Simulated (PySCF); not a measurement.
# C₈H₇Cl: excited states, first hyperpolarisability

What do calculations give for the excited states, first hyperpolarisability of C₈H₇Cl (`Cl/C=C/c1ccccc1`)?

Computed with PySCF 2.14.0 and routines of our own; the level stands in each step. Atoms count from 0.

## 1. The starting structure

16 atoms, charge 0, multiplicity 1; geometry from: GFN2-xTB.

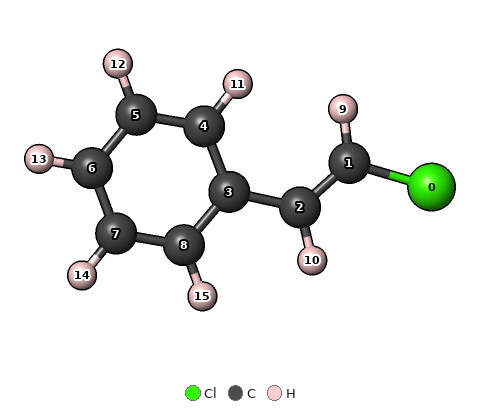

The starting geometry (chlorine green, carbon dark grey, hydrogen pink).

## 2. Optimising the geometry at PBE0-D3(BJ)/def2-SVP

The job: settings as JSON, then the geometry in Å.

```
{"job": {"xc": "PBE0", "basis": "def2-SVP", "d3": "d3bj", "grid": 2, "kind": "geom"}, "charge": 0, "multiplicity": 1}
Cl     4.422730    -0.290333     0.002037
C      2.790399     0.244796    -0.045773
C      1.766189    -0.597086     0.056625
C      0.355943    -0.240535     0.025230
C     -0.101367     1.070772    -0.121383
C     -1.454368     1.347196    -0.145171
C     -2.382218     0.325032    -0.023071
C     -1.944424    -0.980652     0.123164
C     -0.591526    -1.259645     0.146745
H      2.700952     1.311914    -0.165421
H      1.973088    -1.652578     0.174907
H      0.604274     1.880729    -0.217460
H     -1.789681     2.367779    -0.260161
H     -3.439077     0.546313    -0.041405
H     -2.660707    -1.783587     0.219265
H     -0.257804    -2.281172     0.260463
```

On the command line:

```sh
OMP_NUM_THREADS=1 python excited_run.py task.json out
```

This one command runs all jobs of the session in turn.

The log of the run:

```text
step   0  E = -768.37472505  max force = 0.010000
step   1  E = -768.37619485  max force = 0.002261
step   2  E = -768.37618125  max force = 0.001900
step   3  E = -768.37620578  max force = 0.001068
step   4  E = -768.37620978  max force = 0.000280
optimisation converged
```

It took 64 s on 1 thread of Arm Neoverse V1, shared host; peak memory 0.78 GiB.

The steps of the relaxation:

| step | energy from step 0 (eV) | largest force component (eV/Å) |
| --- | --- | --- |
| 0 | 0.0000 | 0.5142 |
| 1 | -0.0400 | 0.1163 |
| 2 | -0.0396 | 0.0977 |
| 3 | -0.0403 | 0.0549 |
| 4 | -0.0404 | 0.0144 |

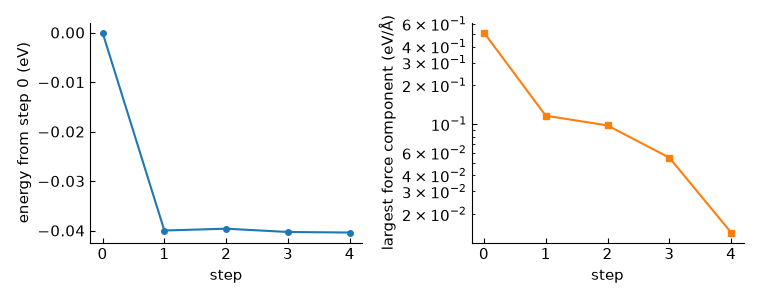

Energy and largest force along the relaxation.

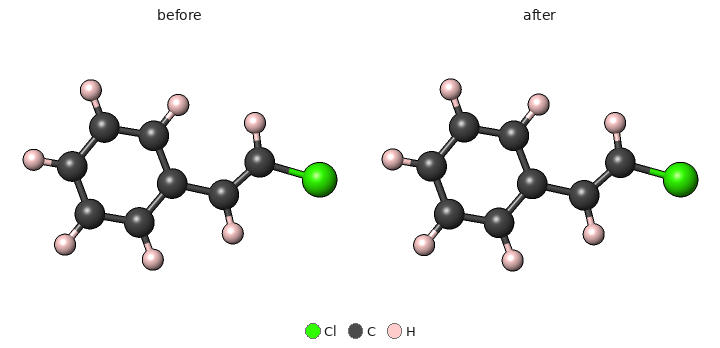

The geometry before (left) and after (right).

Close pairs (by a distance rule), those that changed most:

| bond | before (Å) | after (Å) | change (Å) |
| --- | --- | --- | --- |
| C1–H9 | 1.078 | 1.092 | +0.014 |
| C4–H11 | 1.079 | 1.092 | +0.014 |
| C8–H15 | 1.081 | 1.093 | +0.013 |
| C6–H13 | 1.080 | 1.092 | +0.012 |
| C2–H10 | 1.082 | 1.095 | +0.012 |
| C7–H14 | 1.080 | 1.093 | +0.012 |
| C5–H12 | 1.080 | 1.093 | +0.012 |
| C7–C8 | 1.382 | 1.392 | +0.011 |

The final coordinates are the input of the step that follows.

| at the end point | value |
| --- | --- |
| point group (found at 0.08 Å tolerance) | Cs |
| rotational constants (GHz, main isotopes) | 5.165, 0.575, 0.518 |
| dipole moment (D) | 1.55 |

## 3. Excited states: TDA CAM-B3LYP/def2-TZVP

The job: settings as JSON, then the geometry in Å.

```
{"job": {"kind": "states", "xc": "CAM-B3LYP", "basis": "def2-TZVP", "tda": true, "soc": true, "nstates": 6, "ntriplets": 5, "nquad": 4}, "charge": 0, "multiplicity": 1}
Cl     4.914576    -0.096132    -0.076272
C      3.273588     0.422881    -0.124437
C      2.240518    -0.421775    -0.022989
C      0.822212    -0.058834    -0.054790
C      0.365693     1.262446    -0.202666
C     -0.993884     1.546906    -0.225599
C     -1.933310     0.521177    -0.101597
C     -1.497244    -0.793382     0.045537
C     -0.134683    -1.078370     0.068453
H      3.170692     1.503174    -0.245215
H      2.463320    -1.486788     0.095640
H      1.081560     2.081351    -0.301459
H     -1.326800     2.581153    -0.341559
H     -3.001515     0.749066    -0.120119
H     -2.222383    -1.604792     0.143371
H      0.202286    -2.112006     0.184200
```

Level: TDA CAM-B3LYP/def2-TZVP excited states, vertical, gas phase, spin-orbit mean-field couplings.

The log of the run:

```text
coarse grid: 14656 points
cycle   1  E = -769.1729842877  dE =  1.670e+00  |g| = 3.702e-01  |ddm| = 3.317e+00
cycle   2  E = -769.1833108253  dE = -1.033e-02  |g| = 3.534e-01  |ddm| = 8.099e-01
cycle   3  E = -769.2123809727  dE = -2.907e-02  |g| = 7.187e-02  |ddm| = 3.704e-01
cycle   4  E = -769.2135621933  dE = -1.181e-03  |g| = 3.176e-02  |ddm| = 8.987e-02
cycle   5  E = -769.2137953019  dE = -2.331e-04  |g| = 7.079e-03  |ddm| = 3.406e-02
cycle   6  E = -769.2138074673  dE = -1.217e-05  |g| = 2.927e-03  |ddm| = 8.389e-03
cycle   7  E = -769.2138097772  dE = -2.310e-06  |g| = 8.827e-04  |ddm| = 3.497e-03
final grid: 139016 points
cycle   8  E = -769.2028911484  dE = -4.280e-05  |g| = 4.786e-03  |ddm| = 8.790e-02
cycle   9  E = -769.2028918191  dE = -6.706e-07  |g| = 4.309e-03  |ddm| = 9.022e-03
cycle  10  E = -769.2028963017  dE = -4.483e-06  |g| = 5.960e-04  |ddm| = 4.302e-03
cycle  11  E = -769.2028963744  dE = -7.276e-08  |g| = 3.072e-04  |ddm| = 7.623e-04
cycle  12  E = -769.2028963991  dE = -2.466e-08  |g| = 5.057e-05  |ddm| = 2.646e-04
cycle  13  E = -769.2028963997  dE = -5.939e-10  |g| = 2.061e-05  |ddm| = 1.026e-04
converged SCF energy = -769.2028963997

Singlet excitations
state   eV       nm        f     d(h-e)  d(exc)  Lambda  PR(NTO)  |dmu|/D   mu/D   main configurations
  1   4.9813   248.9   0.25852   0.347   3.294   0.688   1.438    0.985    0.916   H->L 0.43, H->L+1 0.29, H-1->L 0.21
  2   5.1957   238.6   0.42981   0.184   3.333   0.697   1.300    0.263    1.935   H->L 0.50, H-1->L 0.27, H->L+1 0.17
  3   6.4725   191.6   0.00095   1.129   3.342   0.425   1.045    3.889    5.642   H->L+2 0.66, H->L+5 0.15
  4   6.4854   191.2   0.29982   0.517   3.806   0.580   1.959    1.652    0.284   H->L+1 0.47, H-1->L 0.39
  5   6.6947   185.2   0.44937   0.386   3.040   0.810   2.097                     H-1->L+1 0.50, H-2->L 0.38
  6   6.7496   183.7   0.00008   2.148   3.590   0.311   1.030                     H-3->L 0.88

Triplet excitations (Tamm-Dancoff)
state   eV     d(h-e)  d(exc)  Lambda  PR(NTO)   main configurations
  1   3.0393   0.120   2.992   0.824   1.172   H->L 0.88
  2   4.3461   0.126   2.511   0.765   1.695   H-1->L+1 0.46, H-1->L 0.21, H-2->L 0.14
  3   4.4631   0.206   3.022   0.599   1.623   H->L+1 0.52, H-1->L 0.28
  4   4.8085   0.102   2.998   0.606   1.973   H-1->L 0.40, H->L+1 0.32, H-2->L 0.11
  5   4.8499   0.050   2.689   0.802   2.060   H-1->L+1 0.40, H-2->L 0.26, H->L+3 0.19
S1 - T1 = 1.9420 eV

Spin-orbit couplings |<S|Hso|T>| (cm-1)
             T1       T2       T3       T4       T5
S0        0.042    0.223    0.064    0.175    0.318
S1        0.039    0.008    0.038    0.023    0.010
S2        0.017    0.056    0.026    0.046    0.025
S3       29.808   12.317    1.777    7.755    7.560
S4        1.674    0.691    0.098    0.441    0.426
S5        0.227    0.124    0.053    0.071    0.105
S6       83.922   45.352   14.789   24.806   38.173
T1 sublevels (cm-1): 0.000 0.204 0.236   radiative rates (1/s): 0.115 0.00129 0.00104
```

Run time: 1.8 min. Hardware: 1 thread of Arm Neoverse V1, shared host; peak memory 1.4 GiB.

From this job:

| quantity | value |
| --- | --- |
| S1 less T1 | 1.94 eV |

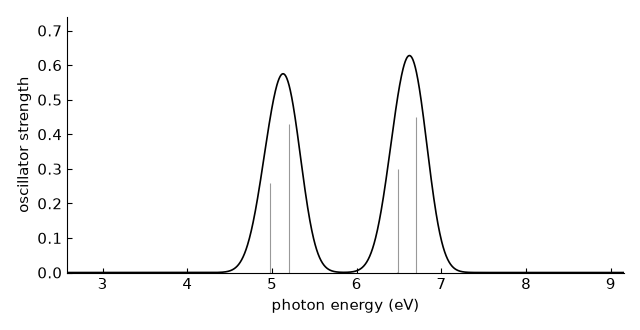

Absorption lines of the singlets. Lines are broadened to a width of 0.40 eV (Gaussian).

The fields below are evaluated on a grid from the run's orbitals.

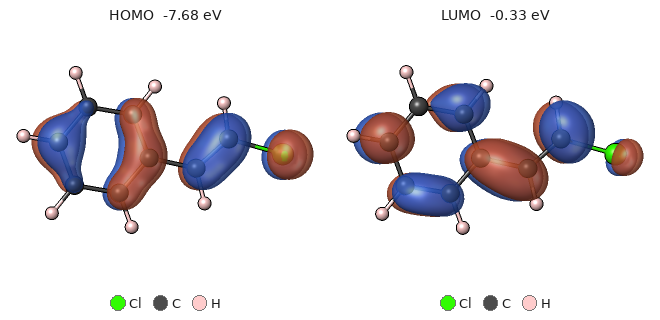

CAM-B3LYP/def2-TZVP orbitals near the gap, drawn at the value that encloses 70 % of each; the two colours are the two signs.

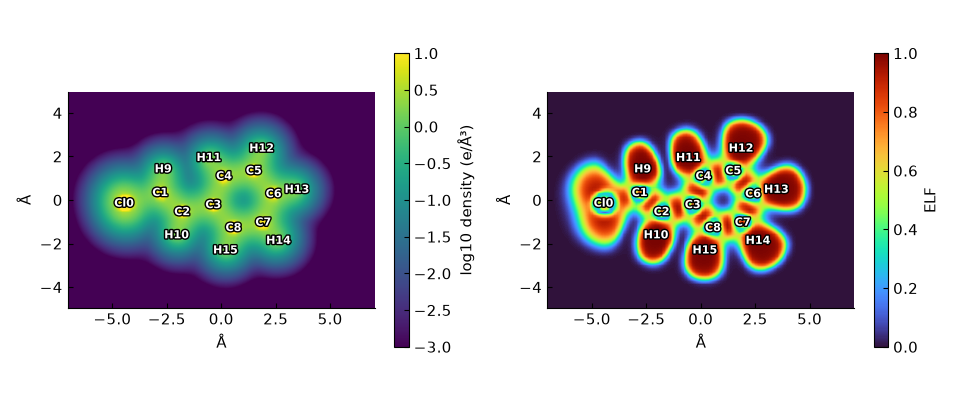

Density (left) and ELF (right) in a plane through or near 16 of the atoms.

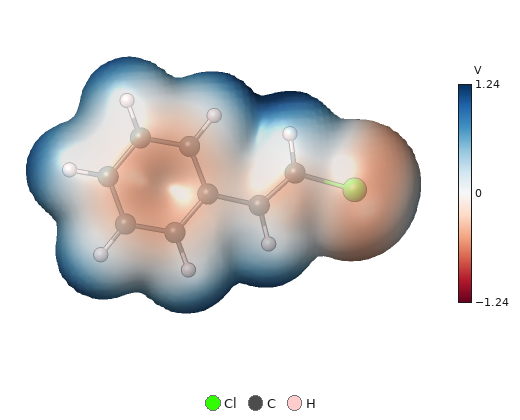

The potential that a unit positive charge feels on the 0.002 e/bohr³ surface, from -0.50 V near Cl0 to 1.24 V near H9.

## 4. Excited states: TDDFT CAM-B3LYP/aug-cc-pVDZ

The job, as its differences from that of step 3:

```diff
@@ -1,2 +1,2 @@
-{"job": {"kind": "states", "xc": "CAM-B3LYP", "basis": "def2-TZVP", "tda": true, "soc": true, "nstates": 6, "ntriplets": 5, "nquad": 4}, "charge": 0, "multiplicity": 1}
+{"job": {"kind": "states", "xc": "CAM-B3LYP", "basis": "aug-cc-pVDZ", "tpa": true, "nstates": 8, "nquad": 6, "ntriplets": 0}, "charge": 0, "multiplicity": 1}
 Cl     4.914576    -0.096132    -0.076272
```

With the program's defaults for keys left out, this is: TDDFT CAM-B3LYP/aug-cc-pVDZ excited states, vertical, gas phase, two-photon moments by quadratic response.

The log of the run:

```text
coarse grid: 14656 points
cycle   1  E = -769.0450421216  dE =  1.734e+00  |g| = 3.399e-01  |ddm| = 5.315e+01
cycle   2  E = -769.0540518626  dE = -9.010e-03  |g| = 3.350e-01  |ddm| = 6.699e+00
cycle   3  E = -769.0820413414  dE = -2.799e-02  |g| = 6.142e-02  |ddm| = 2.491e+00
cycle   4  E = -769.0829779958  dE = -9.367e-04  |g| = 2.740e-02  |ddm| = 5.642e-01
cycle   5  E = -769.0831640686  dE = -1.861e-04  |g| = 6.961e-03  |ddm| = 3.564e-01
cycle   6  E = -769.0831771481  dE = -1.308e-05  |g| = 1.957e-03  |ddm| = 5.647e-02
cycle   7  E = -769.0831783539  dE = -1.206e-06  |g| = 8.259e-04  |ddm| = 1.807e-02
final grid: 139016 points
cycle   8  E = -769.1130028225  dE = -2.147e-05  |g| = 3.946e-03  |ddm| = 9.602e-01
cycle   9  E = -769.1130033547  dE = -5.322e-07  |g| = 3.799e-03  |ddm| = 9.189e-02
cycle  10  E = -769.1130073437  dE = -3.989e-06  |g| = 4.687e-04  |ddm| = 4.638e-02
cycle  11  E = -769.1130073955  dE = -5.187e-08  |g| = 1.985e-04  |ddm| = 3.698e-03
cycle  12  E = -769.1130074068  dE = -1.123e-08  |g| = 3.635e-05  |ddm| = 2.176e-03
cycle  13  E = -769.1130074071  dE = -3.602e-10  |g| = 1.535e-05  |ddm| = 4.048e-04
converged SCF energy = -769.1130074071

Singlet excitations
state   eV       nm        f     d(h-e)  d(exc)  Lambda  PR(NTO)  |dmu|/D   mu/D   delta(TPA)   sigma/GM   main configurations
  1   4.7559   260.7   0.41387   0.359   3.410   0.772   1.212    0.996    1.176       22.84      0.189   H->L 0.86
  2   5.0413   245.9   0.08530   0.131   3.216   0.570   1.811    0.233    1.946       80.54      0.750   H-1->L 0.45, H->L+3 0.39, H->L 0.10
  3   5.7825   214.4   0.00120   0.602   4.670   0.217   1.056    2.342    2.083        4.98      0.061   H->L+1 0.72, H->L+4 0.14
  4   6.0896   203.6   0.28313   0.296   3.753   0.560   2.029    0.937    0.998       87.60      1.190   H->L+3 0.49, H-1->L 0.44
  5   6.1244   202.4   0.00011   0.324   4.861   0.157   1.054    1.638    3.385       14.45      0.199   H->L+2 0.78, H->L+5 0.10
  6   6.2974   196.9   0.00780   1.358   5.381   0.208   1.125    5.651    3.825       24.36      0.354   H->L+4 0.68, H->L+1 0.15
  7   6.3536   195.1   0.00007   1.616   4.257   0.262   1.089                                            H->L+7 0.30, H->L+6 0.24, H->L+10 0.13
  8   6.3806   194.3   0.35263   0.091   2.924   0.767   2.135                                            H-1->L+3 0.62, H-2->L 0.20, H->L+8 0.09
```

Run time: 95 s. Hardware: 1 thread of Arm Neoverse V1, shared host; peak memory 1.1 GiB.

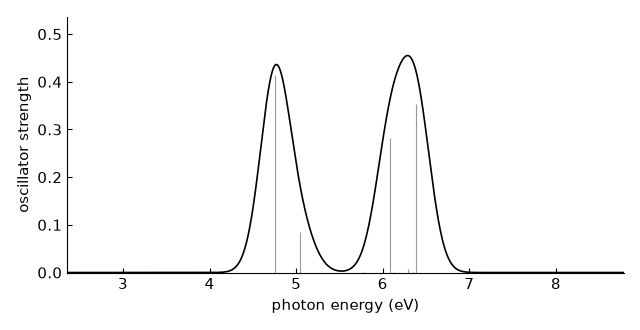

Absorption lines of the singlets. Lines are broadened to a width of 0.40 eV (Gaussian).

## 5. First hyperpolarisability: quadratic response CAM-B3LYP/aug-cc-pVDZ

The job, as its differences from that of step 4:

```diff
@@ -1,2 +1,2 @@
-{"job": {"kind": "states", "xc": "CAM-B3LYP", "basis": "aug-cc-pVDZ", "tpa": true, "nstates": 8, "nquad": 6, "ntriplets": 0}, "charge": 0, "multiplicity": 1}
+{"job": {"kind": "beta", "xc": "CAM-B3LYP", "basis": "aug-cc-pVDZ"}, "charge": 0, "multiplicity": 1}
 Cl     4.914576    -0.096132    -0.076272
```

Level: quadratic response CAM-B3LYP/aug-cc-pVDZ first hyperpolarisability, Taylor convention, gas phase.

The log of the run:

```text
coarse grid: 14656 points
cycle   1  E = -769.0450421216  dE =  1.734e+00  |g| = 3.399e-01  |ddm| = 5.315e+01
cycle   2  E = -769.0540518626  dE = -9.010e-03  |g| = 3.350e-01  |ddm| = 6.699e+00
cycle   3  E = -769.0820413414  dE = -2.799e-02  |g| = 6.142e-02  |ddm| = 2.491e+00
cycle   4  E = -769.0829779958  dE = -9.367e-04  |g| = 2.740e-02  |ddm| = 5.642e-01
cycle   5  E = -769.0831640686  dE = -1.861e-04  |g| = 6.961e-03  |ddm| = 3.564e-01
cycle   6  E = -769.0831771481  dE = -1.308e-05  |g| = 1.957e-03  |ddm| = 5.647e-02
cycle   7  E = -769.0831783539  dE = -1.206e-06  |g| = 8.259e-04  |ddm| = 1.807e-02
final grid: 139016 points
cycle   8  E = -769.1130028225  dE = -2.147e-05  |g| = 3.946e-03  |ddm| = 9.602e-01
cycle   9  E = -769.1130033547  dE = -5.322e-07  |g| = 3.799e-03  |ddm| = 9.189e-02
cycle  10  E = -769.1130073437  dE = -3.989e-06  |g| = 4.687e-04  |ddm| = 4.638e-02
cycle  11  E = -769.1130073955  dE = -5.187e-08  |g| = 1.985e-04  |ddm| = 3.698e-03
cycle  12  E = -769.1130074068  dE = -1.123e-08  |g| = 3.635e-05  |ddm| = 2.176e-03
cycle  13  E = -769.1130074071  dE = -3.602e-10  |g| = 1.535e-05  |ddm| = 4.048e-04
converged SCF energy = -769.1130074071

Lowest singlets (eV, f): 4.7559 0.4139  5.0413 0.0853  5.7825 0.0012

First hyperpolarisability (au)
process     nm      |vector|   parallel      HRS      DR
static         -      376.29    -222.18     144.05    6.87
shg       1907.0      409.11    -241.73     157.03   6.735
eope      1907.0      386.72     -228.4          -       -
shg       1064.0      501.87    -297.09     193.91   6.415
eope      1064.0      411.60    -243.22          -       -
```

Wall time 77 s (1 thread of Arm Neoverse V1, shared host); peak memory 1.2 GiB.

## 6. What came out

```
                                                   quantity                                                value
                                                point group                                                   Cs
                       rotational constants (main isotopes)                                 5.16, 0.58, 0.52 GHz
               S1 less T1 (step 3, TDA CAM-B3LYP/def2-TZVP)                                              1.94 eV
                      surface potential, least and greatest                                   -0.50 V and 1.24 V
β vector (step 5, quadratic response CAM-B3LYP/aug-cc-pVDZ)  static 376, SHG 1907.0 nm 409, SHG 1064.0 nm 502 au
```

What this shows: The optimisation took 4 steps and gained 0.040 eV; among the close pairs (by a distance rule), C1–H9 changed most, from 1.078 to 1.092 Å. In step 3, the number of triplets below S1 is at least 5, and the largest singlet-triplet spin-orbit coupling is S6–T1, 83.92 cm⁻¹. By nearest atom (CAM-B3LYP/def2-TZVP), the HOMO sits on C1 19 %; Cl0 14 % and the LUMO on C1 19 %; C2, C3, C6 about 13 % each. β grows from 376 au (static) to 502 au for doubling at 1064.0 nm: normal dispersion, which grows as twice the photon energy moves toward the bright states.
